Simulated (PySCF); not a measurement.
```xyz
16

C     1.4794    0.9904    0.1070
C     0.8645    0.3070   -1.1086
C    -0.0763   -0.8378   -0.7297
C    -1.2988   -0.3431    0.0080
C    -1.3871   -0.3648    1.4694
O    -2.0911   -1.2792    0.6793
H     2.0353    0.2738    0.7070
H     2.1642    1.7743   -0.2071
H     0.7084    1.4369    0.7294
H     0.3138    1.0424   -1.6996
H     1.6622   -0.0927   -1.7375
H     0.4476   -1.5661   -0.1076
H    -0.4069   -1.3506   -1.6364
H    -1.8625    0.4266   -0.5182
H    -1.9923    0.3715    1.9871
H    -0.5681   -0.7796    2.0459
```

Geometry: GFN2-xTB.

All numbers below come from PySCF 2.14.0, PBE0/def2-SVPD, SCF density, gas phase.

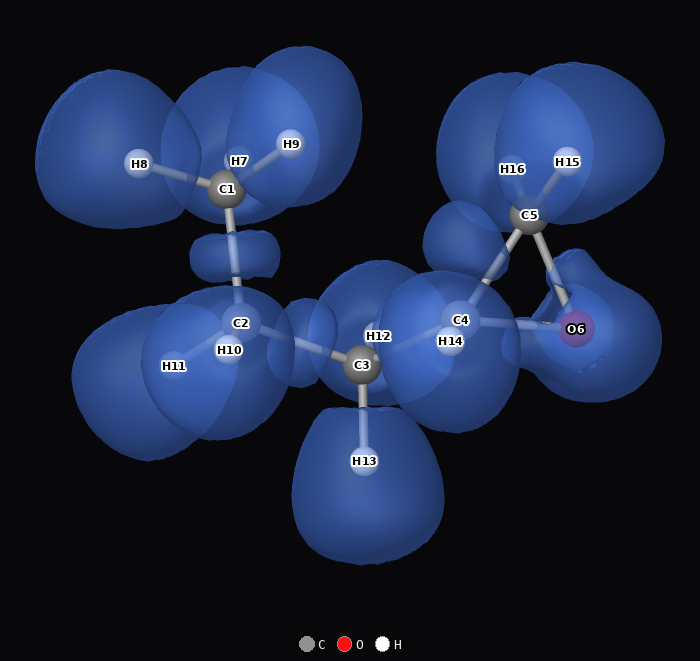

C$_{5}$H$_{10}$O. Isosurface of the ELF at 0.75 (blue), seen across its widest extent. Only the valence region is drawn (cores and ρ < 0.01 e/Å³ removed).

What do the ELF domains correspond to?

Answer. The surface consists of four regions between bonded C–C atoms (shared pairs), ten regions around hydrogen nuclei and one region on O in which the atom's valence shell and bonds are merged. Along the contacts the grid gives the following. C–O (1.40 Å): the ELF peaks at about 0.80 between the atoms, as expected for a shared but strongly polarised pair. C–C (1.46 Å): the ELF peaks at about 0.90 between the atoms, as expected for a covalent bond.
